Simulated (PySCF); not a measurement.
Molecule: C6H10GeSi, SMILES [SiH3]c1cc[c]([GeH3])cc1, singlet. Atoms near the plane z = 1.0 Å, at the GFN2-xTB optimised geometry (x, y, z in Å): Si1 (-1.2, 3.1, 0.0), C2 (-0.5, 1.4, 0.0), C3 (-1.1, 0.4, 0.7), C4 (-0.6, -0.9, 0.7), C5 (0.5, -1.3, 0.0), Ge8 (1.2, -3.1, 0.0), H9 (-0.8, 3.8, 1.2), H10 (-2.7, 3.1, -0.1), H12 (-2.0, 0.6, 1.3), H13 (-1.1, -1.7, 1.3), H16 (2.7, -3.1, 0.0), H18 (0.7, -3.8, 1.2).

Level of theory: B3LYP/def2-SVP in PySCF 2.14.0. Cells within 0.4 Å of a nucleus heavier than hydrogen are left out (blank, or x). The values are rescaled to run from 0 to 1.

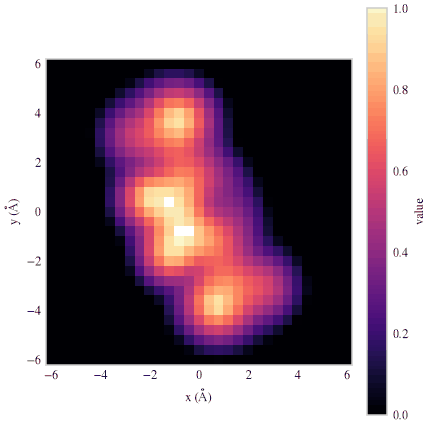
Figure: a field on the plane z = 1.0 Å.

Problem. Which quantity is mapped?
A) Laplacian of the electron density
B) an orbital amplitude
C) log10 of the electron density
D) electron localisation function

Solution. C, log10 of the electron density. In full: log10 of the electron density (e/bohr³), floored at −4.
